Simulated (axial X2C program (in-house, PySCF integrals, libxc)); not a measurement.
# WK: bond curves with and without spin–orbit coupling

What are the state, bond length, wavenumber and bond energy of WK, and what does spin–orbit coupling change?

Computed with an in-house X2C program for linear molecules on PySCF integrals. Level: all-electron X2C, W dyall-cv3z, K dyall-cv3z.

All values are calculated.

**1. The job**

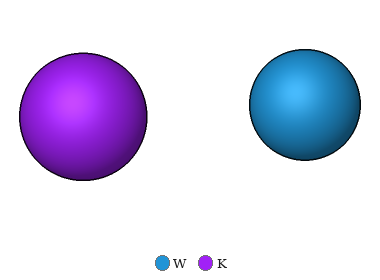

The two atoms at 3.330 Å (tungsten blue, potassium purple).

File task.json:

```json
{"zs": [74, 19], "q": 0, "bas": ["dyall-cv3z", "dyall-cv3z"], "levels": ["PBE0", "HF", "r2SCAN"], "cc": true, "r0": 3.33, "thr": -1.0, "nmax": 90, "npts": 10, "nst": 2, "ntry": 6}
```

Keys: zs atomic numbers; q charge; bas basis sets; levels methods (HF also brings MP2); cc coupled cluster on or off; r0 starting distance in Å; thr threshold in hartree for freezing inner shells (an s shell follows its p shell); nmax most natural virtual spinors; npts points asked for on the curve; nst determinants followed; ntry starts of the search.

On the command line:

```sh
> python so2c.py task.json out
```

Spin-free means the one-electron spin-free X2C Hamiltonian; two-component (2c) means X2C with spin–orbit coupling and atomic mean-field two-electron Coulomb and Gaunt terms. Basis: W dyall-cv3z contracted to [13s14p9d7f4g], K dyall-cv3z contracted to [11s12p6d3f]; Gaussian nuclei, density fitting. Masses: W 183.951 u, K 38.964 u.

Notation: σ, π±, δ± give the projection m of an orbital's angular momentum (0, ±1, ±2), α and β its spin, Λ and M_S the sums; ω is the projection of a spinor's total angular momentum and Ω the sum. Logs are in hartree.

The results follow Hamiltonian by Hamiltonian and level by level.

**2. State search with PBE0**

PBE0 moves the distance from 3.330 Å to 3.232 Å and compares determinants there.

Spin-free determinants:

```csv
ΔE (eV),state,open shells
0.00,"M_S = 5/2, Λ = 0","beyond closed shells: σα, π+α, π-α, δ+α, δ-α"
0.94,"M_S = 7/2, Λ = 0","beyond closed shells: 3 × σα, π+α, π-α, δ+α, δ-α"
1.35,"M_S = 3/2, Λ = 0","beyond closed shells: σβ, π+α, π-α, δ+α, δ-α"
1.65,"M_S = 7/2, Λ = 1","beyond closed shells: 2 × σα, 2 × π+α, π-α, δ+α, δ-α"
1.70,"M_S = 5/2, Λ = 2","beyond closed shells: 2 × σα, π+α, π-α, δ+α"
1.70,"M_S = 3/2, Λ = 2","beyond closed shells: π+α, π-α, δ+α"
1.70,"M_S = 5/2, Λ = 1","beyond closed shells: 2 × σα, π+α, δ+α, δ-α"
```

Two-component determinants:

```
ΔE (eV)    state                                      open shells
   0.00  Ω = 5/2                    excess of +ω over −ω: ω = 5/2
   0.94  Ω = 7/2       excess of +ω over −ω: 2 × ω = 1/2, ω = 5/2
   1.37  Ω = 1/2                    excess of +ω over −ω: ω = 1/2
   1.39  Ω = 3/2      excess of +ω over −ω: 2 × ω = -1/2, ω = 5/2
   1.76  Ω = 9/2  excess of +ω over −ω: ω = 1/2, ω = 3/2, ω = 5/2
   1.94  Ω = 9/2  excess of +ω over −ω: ω = 1/2, ω = 3/2, ω = 5/2
```

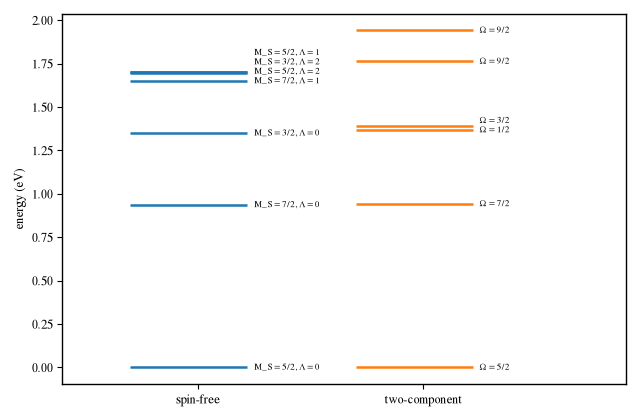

The determinants found, each set from its own lowest.

**3. PBE0, spin-free**

State followed: M_S = 5/2, Λ = 0 (beyond closed shells: σα, π+α, π-α, δ+α, δ-α). The scan is laid around 3.232 Å, a first estimate of the minimum, and this SCF restarts from the orbitals of the search.

The SCF at the reference distance of 3.232 Å:

```text
spin-free X2C-1e  PBE0
basis functions 283  fitting functions 1258  grid points 5808
iter        total energy     max residual
   1     -16745.584445297     3.18e-05
   2     -16745.584445327     3.33e-05
   3     -16745.584445353     2.55e-05
   4     -16745.584445354     2.44e-05
   5     -16745.584445357     5.58e-06
converged
one-electron -23447.02227571  Coulomb 6833.38564401  exact exchange -89.10642661  xc functional -273.04657224  nuclear repulsion 230.20518520
```

Along the bond, energies from the lowest point:

```
R (Å)  E (eV)  μ (D)  HOMO (eV)  LUMO (eV)  iterations
3.038  0.0363   6.73      -3.59      -1.33          28
3.135  0.0081   6.87      -3.58      -1.36          22
3.232  0.0000   7.01      -3.56      -1.39           5
3.345  0.0102   7.16      -3.54      -1.43          20
3.458  0.0366   7.29      -3.52      -1.47          18
3.604  0.0874   7.42      -3.49      -1.52          19
```

Dipoles are positive if K is the positive end.

Outer orbitals at the reference distance:

| symmetry | occupied | ε (eV) | atomic character |
| --- | --- | --- | --- |
| σβ | yes | -33.45 | 100% W f |
| π+β | yes | -33.45 | 100% W f |
| π-β | yes | -33.45 | 100% W f |
| δ-β | yes | -33.44 | 100% W f |
| δ+β | yes | -33.44 | 100% W f |
| φ-β | yes | -33.41 | 100% W f |
| φ+β | yes | -33.41 | 100% W f |
| π+β | yes | -20.91 | 99% K p |
| π-β | yes | -20.91 | 99% K p |
| π-α | yes | -20.91 | 99% K p |
| π+α | yes | -20.91 | 99% K p |
| σα | yes | -20.87 | 98% K p |
| σβ | yes | -20.85 | 98% K p |
| σα | yes | -5.39 | 68% W s, 13% K s, 12% K p |
| σα | yes | -4.07 | 95% W d |
| π-α | yes | -4.04 | 96% W d, 2% K d |
| π+α | yes | -4.04 | 96% W d, 2% K d |
| δ-α | yes | -3.96 | 100% W d |
| δ+α | yes | -3.96 | 100% W d |
| σβ | yes | -3.56 | 48% W s, 40% K s, 7% K p |
| σβ | no | -1.39 | 45% K p, 33% K s, 10% W p |
| σα | no | -1.38 | 55% K s, 24% W p, 17% K p |
| π-α | no | -0.50 | 51% W p, 46% K p, 3% K d |
| π+α | no | -0.50 | 51% W p, 46% K p, 3% K d |

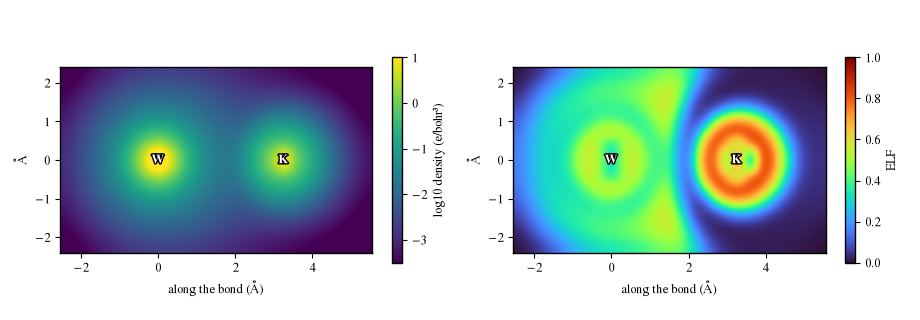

PBE0 fields in a plane through the axis, from a grid of 0.3 Å; W lies at z = 0 and K at z = 3.232 Å; the ELF is damped to zero where the density is low.

Re = 3.230 Å, ωe = 119.6 cm⁻¹, Be = 0.05026 cm⁻¹, De = 0.946 eV, μ = 7.01 D.

**4. HF, spin-free**

The SCF at the reference distance of 3.232 Å:

```text
spin-free X2C-1e  HF
basis functions 283  fitting functions 1258  grid points 5808
iter        total energy     max residual
   1     -16739.857152965     1.06e+00
   2     -16739.904525123     2.61e-02
   3     -16739.908447491     1.77e-01
   4     -16739.912512982     4.70e-02
   5     -16739.914168404     1.95e-02
   6     -16739.915023701     3.15e-02
   7     -16739.915333077     1.62e-02
   8     -16739.915444903     1.51e-03
   9     -16739.915463733     3.09e-03
  10     -16739.915470548     1.17e-03
  11     -16739.915471819     1.14e-04
  12     -16739.915472320     4.45e-04
  13     -16739.915472476     2.30e-04
  14     -16739.915472512     1.92e-05
  15     -16739.915472517     2.88e-05
  16     -16739.915472518     1.08e-05
  17     -16739.915472519     3.55e-06
  18     -16739.915472519     6.94e-06
  19     -16739.915472519     3.28e-06
  20     -16739.915472519     2.17e-07
converged
one-electron -23447.81750573  Coulomb 6834.40391416  exact exchange -356.70706615  xc functional 0.00000000  nuclear repulsion 230.20518520
```

No constants are quoted: the lowest point is the long end of the scan.

**5. r2SCAN, spin-free**

Output at 3.232 Å:

```text
spin-free X2C-1e  r2SCAN
basis functions 283  fitting functions 1258  grid points 5808
iter        total energy     max residual
   1     -16746.036624332     3.64e-01
   2     -16746.041876295     9.72e-03
   3     -16746.042193423     1.73e-02
   4     -16746.042228972     2.26e-03
   5     -16746.042241701     5.18e-03
   6     -16746.042246197     4.11e-04
   7     -16746.042247208     1.77e-03
   8     -16746.042248194     1.35e-04
   9     -16746.042248274     8.48e-05
  10     -16746.042248345     7.17e-05
  11     -16746.042248360     1.05e-05
  12     -16746.042248362     6.33e-06
converged
one-electron -23446.21336325  Coulomb 6832.57854426  exact exchange 0.00000000  xc functional -362.61261457  nuclear repulsion 230.20518520
```

Re = 3.257 Å, ωe = 109.0 cm⁻¹, Be = 0.04944 cm⁻¹, De = 0.882 eV, μ = 7.26 D.

**6. Correlated methods, spin-free**

Correlated methods: 15 electrons correlated (frozen shells, counted by type: W 5 s, 4 p, 2 d, 1 f; K 2 s, 1 p), 355 virtual spinors in MP2.

Output of the correlated part at 3.232 Å:

```text
correlated 15  virtual 355  natural virtual 90  E(MP2) -0.330564482  MP2 remainder -0.019594939
iter   CCSD correlation   residual
   1     -0.334056783   1.22e-01
   2     -0.343584386   6.45e-02
   3     -0.344641096   2.96e-02
   4     -0.344755426   1.11e-02
   5     -0.344870992   3.61e-03
   6     -0.344906100   1.24e-03
   7     -0.344906589   5.59e-04
   8     -0.344900976   2.54e-04
   9     -0.344901218   1.20e-04
  10     -0.344902509   4.10e-05
  11     -0.344903165   1.74e-05
  12     -0.344903233   6.50e-06
  13     -0.344903267   2.92e-06
  14     -0.344903322   1.46e-06
  15     -0.344903356   6.77e-07
  16     -0.344903365   2.82e-07
(T) -0.011122247  T1 0.0506  D1 0.1896  max T2 0.079
```

T1 in the output is the amplitude norm over the root of the electron number; divide by √2 for the Lee–Taylor value.

Coupled cluster ran at too few distances for a curve.

MP2: No constants are quoted: the reference is strongly spin-contaminated.

**7. A higher determinant, spin-free**

State: M_S = 7/2, Λ = 0 (beyond closed shells: 3 × σα, π+α, π-α, δ+α, δ-α).

Output at the reference distance:

```text
spin-free X2C-1e  PBE0
basis functions 283  fitting functions 1258  grid points 5808
iter        total energy     max residual
   1     -16745.550038866     7.65e-06
   2     -16745.550038868     3.84e-06
converged
one-electron -23443.31162529  Coulomb 6829.73463608  exact exchange -89.12320518  xc functional -273.05502968  nuclear repulsion 230.20518520
```

```
R (Å)  E above the lowest PBE0 point (eV)
3.038                               1.065
3.135                               0.992
3.232                               0.936
3.345                               0.890
3.458                               0.859
3.604                               0.835
```

No constants are quoted: the lowest point is the long end of the scan.

**8. The spin-free curves together**

Energy (eV) of the followed determinant, spin-free, from each level's lowest point:

```
R (Å)   PBE0     HF  MP2 (spin-contaminated)  r2SCAN
3.038  0.036  0.268                    0.041   0.039
3.135  0.008  0.183                    0.011   0.011
3.232  0.000  0.118                    0.000   0.000
3.345  0.010  0.064                    0.006   0.005
3.458  0.037  0.028                    0.026   0.024
3.604  0.087  0.000                    0.066   0.065
```

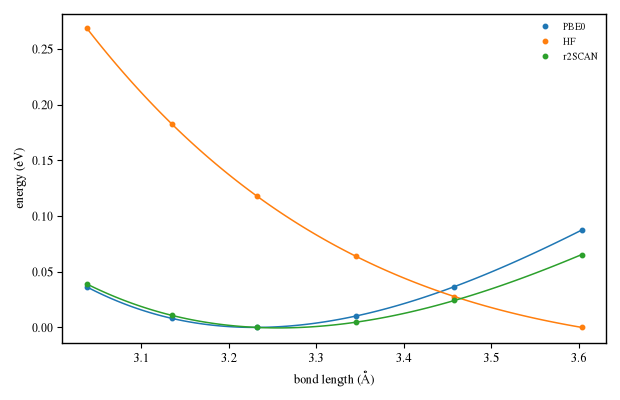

Curves of the followed state, spin-free, each from its own lowest point. Left out: MP2.

**9. PBE0, 2c**

State followed: Ω = 5/2 (excess of +ω over −ω: ω = 5/2). The scan is laid around 3.232 Å, a first estimate of the minimum, and this SCF restarts from the orbitals of the search.

The SCF at the reference distance of 3.232 Å:

```text
two-component X2C + atomic mean field  PBE0
basis functions 283  fitting functions 1258  grid points 5808
iter        total energy     max residual
   1     -16744.215888905     6.40e-05
   2     -16744.215888913     1.74e-05
converged
one-electron -23428.86064396  Coulomb 6830.63008831  exact exchange -89.07489291  xc functional -272.99498804  nuclear repulsion 230.20518520  atomic mean-field constant -14.12063751
```

Along the bond, energies from the lowest point:

```
R (Å)  E (eV)  μ (D)  HOMO (eV)  LUMO (eV)  iterations
3.038  0.0360   6.75      -3.60      -1.33          28
3.135  0.0080   6.90      -3.58      -1.36          23
3.232  0.0000   7.03      -3.57      -1.39           2
3.345  0.0104   7.19      -3.55      -1.43          19
3.458  0.0371   7.32      -3.52      -1.47          17
3.604  0.0881   7.46      -3.50      -1.52          19
```

Dipoles are positive if K is the positive end.

Outer spinors at the reference distance:

| ω | occupied | ε (eV) | atomic character | λ mixture |
| --- | --- | --- | --- | --- |
| 7/2 | yes | -32.95 | 100% W f | 100% φ |
| 5/2 | yes | -32.89 | 100% W f | 80% δ, 20% φ |
| 3/2 | yes | -32.83 | 100% W f | 63% π, 37% δ |
| 1/2 | yes | -32.78 | 100% W f | 52% π, 48% σ |
| -1/2 | yes | -32.72 | 100% W f | 66% σ, 34% π |
| -3/2 | yes | -32.67 | 100% W f | 78% π, 22% δ |
| -5/2 | yes | -32.61 | 100% W f | 89% δ, 11% φ |
| -7/2 | yes | -32.54 | 100% W f | 100% φ |
| 1/2 | yes | -21.07 | 99% K p | 74% π, 26% σ |
| -1/2 | yes | -21.06 | 99% K p | 76% π, 24% σ |
| -3/2 | yes | -20.83 | 99% K p | 100% π |
| 3/2 | yes | -20.82 | 99% K p | 100% π |
| 1/2 | yes | -20.80 | 98% K p | 74% σ, 26% π |
| -1/2 | yes | -20.78 | 98% K p | 76% σ, 24% π |
| 1/2 | yes | -5.37 | 68% W s, 13% K s, 12% K p | 100% σ |
| -3/2 | yes | -4.22 | 100% W d | 99% δ, 1% π |
| -1/2 | yes | -4.18 | 96% W d, 2% K d | 99% π, 1% σ |
| 1/2 | yes | -4.08 | 95% W d | 99% σ, 1% π |
| 3/2 | yes | -3.91 | 96% W d, 2% K d | 99% π, 1% δ |
| 5/2 | yes | -3.66 | 100% W d | 100% δ |
| -1/2 | yes | -3.57 | 48% W s, 40% K s, 7% K p | 100% σ |
| -1/2 | no | -1.39 | 45% K p, 33% K s, 11% W p | 100% σ |
| 1/2 | no | -1.38 | 55% K s, 24% W p, 17% K p | 100% σ |
| -1/2 | no | -0.59 | 56% W p, 38% K p, 4% K d | 99% π, 1% σ |
| 1/2 | no | -0.48 | 82% K p, 13% W p, 4% W d | 99% π, 1% σ |

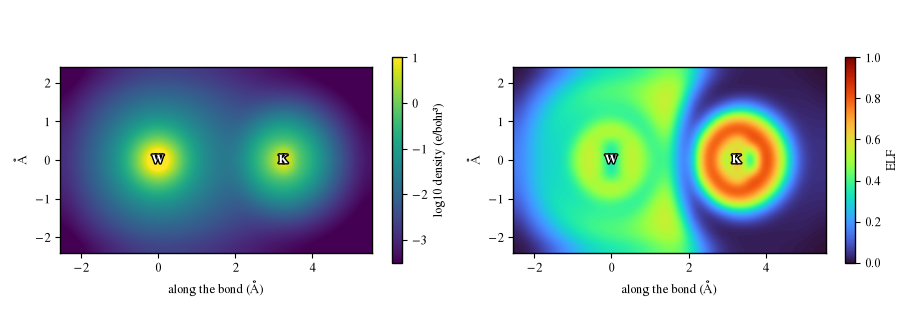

PBE0 fields in a plane through the axis, from a grid of 0.3 Å; W lies at z = 0 and K at z = 3.232 Å; the ELF is damped to zero where the density is low.

Re = 3.229 Å, ωe = 119.8 cm⁻¹, Be = 0.05029 cm⁻¹, De = 0.956 eV, μ = 7.03 D.

**10. HF, 2c**

Output at 3.232 Å:

```text
two-component X2C + atomic mean field  HF
basis functions 283  fitting functions 1258  grid points 5808
iter        total energy     max residual
   1     -16738.445579602     1.05e+00
   2     -16738.493059595     2.52e-02
   3     -16738.497007305     1.76e-01
   4     -16738.501130210     4.78e-02
   5     -16738.502897125     2.05e-02
   6     -16738.503808068     3.26e-02
   7     -16738.504133049     1.66e-02
   8     -16738.504247344     1.61e-03
   9     -16738.504266345     3.14e-03
  10     -16738.504273975     1.19e-03
  11     -16738.504275783     1.79e-04
  12     -16738.504276888     6.78e-04
  13     -16738.504277460     4.76e-04
  14     -16738.504277774     6.15e-05
  15     -16738.504277953     1.98e-04
  16     -16738.504278088     2.45e-04
  17     -16738.504278162     1.27e-04
  18     -16738.504278184     6.95e-06
  19     -16738.504278187     1.46e-05
  20     -16738.504278187     7.99e-06
  21     -16738.504278188     1.05e-06
converged
one-electron -23429.66444154  Coulomb 6831.65772305  exact exchange -356.58210738  xc functional 0.00000000  nuclear repulsion 230.20518520  atomic mean-field constant -14.12063751
```

No constants are quoted: the lowest point is the long end of the scan.

**11. r2SCAN, 2c**

The SCF at the reference distance of 3.232 Å:

```text
two-component X2C + atomic mean field  r2SCAN
basis functions 283  fitting functions 1258  grid points 5808
iter        total energy     max residual
   1     -16744.617869887     3.66e-01
   2     -16744.623693056     9.74e-03
   3     -16744.624029588     1.69e-02
   4     -16744.624068167     2.36e-03
   5     -16744.624081506     5.21e-03
   6     -16744.624086437     4.36e-04
   7     -16744.624087585     1.76e-03
   8     -16744.624088626     1.21e-04
   9     -16744.624088712     8.58e-05
  10     -16744.624088789     6.13e-05
  11     -16744.624088804     9.04e-06
  12     -16744.624088806     5.91e-06
converged
one-electron -23428.02742910  Coulomb 6829.80011235  exact exchange 0.00000000  xc functional -362.48131974  nuclear repulsion 230.20518520  atomic mean-field constant -14.12063751
```

Re = 3.254 Å, ωe = 109.3 cm⁻¹, Be = 0.04951 cm⁻¹, De = 0.892 eV, μ = 7.29 D.

**12. Correlated methods, 2c**

Correlated methods: 15 electrons correlated (frozen shells, counted by type: W 5 s, 4 p, 2 d, 1 f; K 2 s, 1 p), 355 virtual spinors in MP2.

MP2: No constants are quoted: the reference is strongly spin-contaminated.

**13. A higher determinant, 2c**

State: Ω = 7/2 (excess of +ω over −ω: 2 × ω = 1/2, ω = 5/2).

Output at the reference distance:

```text
two-component X2C + atomic mean field  PBE0
basis functions 283  fitting functions 1258  grid points 5808
iter        total energy     max residual
   1     -16744.181272384     4.30e-05
   2     -16744.181272386     1.39e-05
converged
one-electron -23425.15718479  Coulomb 6826.98653721  exact exchange -89.09167033  xc functional -273.00350216  nuclear repulsion 230.20518520  atomic mean-field constant -14.12063751
```

```
R (Å)  E above the lowest PBE0 point (eV)
3.038                               1.070
3.135                               0.997
3.232                               0.942
3.345                               0.896
3.458                               0.865
3.604                               0.842
```

No constants are quoted: the lowest point is the long end of the scan.

**14. The 2c curves together**

Energy (eV) of the followed determinant, 2c, from each level's lowest point:

```
R (Å)   PBE0     HF  MP2 (spin-contaminated)  r2SCAN
3.038  0.036  0.265                    0.040   0.038
3.135  0.008  0.180                    0.010   0.011
3.232  0.000  0.116                    0.000   0.000
3.345  0.010  0.063                    0.007   0.005
3.458  0.037  0.027                    0.028   0.025
3.604  0.088  0.000                    0.070   0.067
```

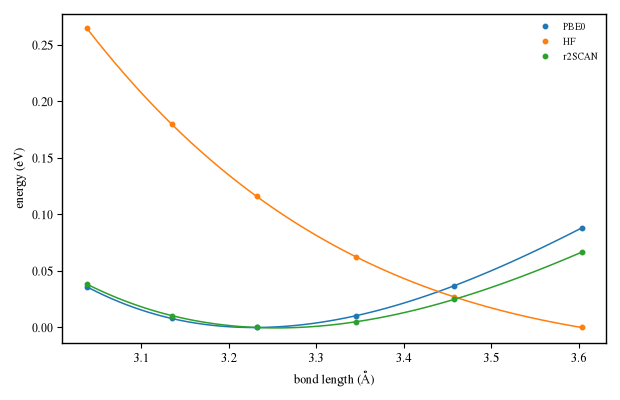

Curves of the followed state, 2c, each from its own lowest point. Left out: MP2.

Time for the job: 4.6 min (1 thread of Arm Neoverse V1, shared host); peak memory 1 GiB.

**15. Constants**

Lowest determinant that the search found at its distance, spin-free: M_S = 5/2, Λ = 0 (beyond closed shells: σα, π+α, π-α, δ+α, δ-α).

Lowest determinant that the search found at its distance, 2c: Ω = 5/2 (excess of +ω over −ω: ω = 5/2).

| Hamiltonian | level | Re (Å) | ωe (cm⁻¹) | De (eV) | μ (D) |
| --- | --- | --- | --- | --- | --- |
| spin-free | PBE0 | 3.230 | 119.6 | 0.946 | 7.01 |
| spin-free | r2SCAN | 3.257 | 109.0 | 0.882 | 7.26 |
| 2c | PBE0 | 3.229 | 119.8 | 0.956 | 7.03 |
| 2c | r2SCAN | 3.254 | 109.3 | 0.892 | 7.29 |

Dipoles are positive if K is the positive end. No constants: spin-free HF (the lowest point is the long end of the scan); spin-free MP2 (the reference is strongly spin-contaminated); 2c HF (the lowest point is the long end of the scan); 2c MP2 (the reference is strongly spin-contaminated).

Time per point (s) on 1 thread of Arm Neoverse V1, shared host (2c runs); the times are rough: PBE0 3.1, r2SCAN 2.4.

In words: At PBE0, going from spin-free to two-component changes Re by -1 mÅ, ωe by +0.2 %; the spin-free picture holds up (part of it comes from the scalar share of the two-electron terms). It costs about 1.5 times the time. De moves by +0.01 eV; both De rest on single-determinant atoms, which can miss part of an open shell's spin–orbit lowering.

De refers to W + K, each in the lowest determinant found, which need not be this curve's own limit. Each curve is one determinant whose occupation by symmetry is held fixed; it was picked as the lowest of a PBE0 search that is not exhaustive. Dissociation energies refer to the lowest single-determinant-based atoms at the same level and basis. Density functionals use the spin component along the axis (collinear). The meta-GGAs lack a current-density term, which matters for open shells with orbital currents, atoms included. With several unpaired electrons one determinant need not be a pure state. The spin-free determinant is spin-contaminated at some levels.
